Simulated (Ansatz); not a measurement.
The crystal is GeH6CI3N (CH3NH3GeI3).

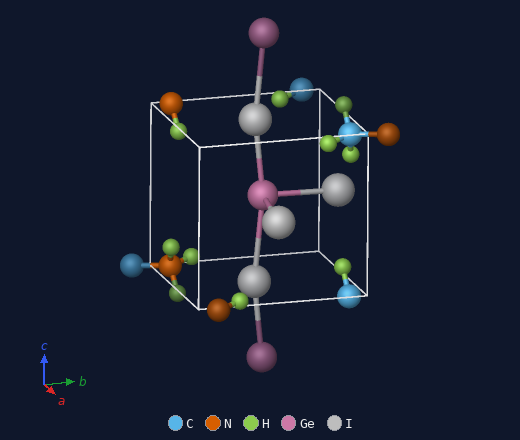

The structure (carbon blue, nitrogen orange, hydrogen green, germanium pink, iodine light grey). Some periodic images of atoms are drawn too.

The structure was built from a prototype and need not be the compound's stable phase.

```xyz
12
Lattice="5.8631 0.2896 0.0618 0.2896 5.9414 0.0914 0.0618 0.0914 5.8649" Properties=species:S:1:pos:R:3 pbc="T T T"
C     5.7676    5.7857    5.9156
N     0.4771    0.6031    0.0639
H     6.3581    4.8637    5.8260
H     1.4612    6.7312    5.1953
H     4.8812    0.0008    4.9147
H    -0.0490    1.4938    0.1680
H     4.7569   -0.3040    0.8365
H     1.3698    6.4373    1.0028
Ge    3.2235    3.2670    3.1923
I     3.1553    2.9408    0.0808
I     2.6406    0.0750    2.9698
I     0.0798    2.8714    2.9319
```

The structure was relaxed with PBEsol-D3(BJ). The runs that relaxed it are not among those shown. Spin-orbit coupling is left out unless a run names it.

Gaps computed with Ansatz 0.2.0 without a self-energy: PBEsol 0.84 eV and HSE06 1.21 eV.

Q: What gap should G0W0 on PBEsol give (4×4×4 mesh, 685 empty bands, screening to 130 eV, PAW set soft_1 files)?

About 1.25 eV: on its mesh the run moves the gap from 0.87 eV by +0.41 eV, and the mesh misses the edges by 0.03 eV. Among the scalar-relativistic levels given, HSE06 is nearest (−0.04 eV). Bands and cutoff are finite, so the gap is not at the basis limit. The miss can reach some tenths of an eV and take either sign; the mesh is an error of its own. The 4×4×4 mesh is coarse for this cell (its supercell is 23 Å along the shortest edge). The RPA ε∞ on it, from the PBEsol start, is 9.01, 11.85 and 13.90; such meshes misread the long-range screening, most where the gap is narrow. The many-body steps are scalar-relativistic: spin-orbit coupling is not in them.

[Paths, hosts, dates, memory and timing lines, banners, echoed tables and standing remarks are left out of the program output.]

[Logs are printed without paths, hosts, clocks, repeated set-up lines and the standing remarks that a program may print on its own settings, such as how far it seeks lower states.]

[Runs of the session that timed out or met a known fault of the program may be left out.]

[Cells called generated may have been cut or substituted from an entry of the Crystallography Open Database or the Materials Project.]

[Hosts, paths, dates, database ids (printed as entryN), source tags and the programs' standing remarks are cut or masked in the printed files.]
